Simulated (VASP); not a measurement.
Band structure of Ag (space group P6_3/mmc). Level of theory: LDA (Ceperley-Alder, Perdew-Zunger), VASP's LDA PAW potentials (set 64) (plane waves; VASP 6.6.1).

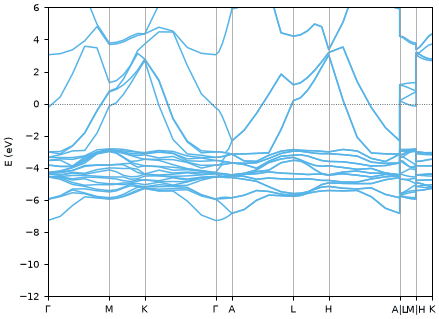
*Bands along high-symmetry lines, zero at the valence-band maximum or, without a gap, the Fermi level*

Problem. Read the plot: is there a gap, and where are the band edges?

Solution. It has no gap at this level: it comes out as a metal or semimetal.

The structure comes from a computed database's Ag entry (P6_3/mmc); how it stands against other phases isn't given here. The cell was not relaxed at this level.
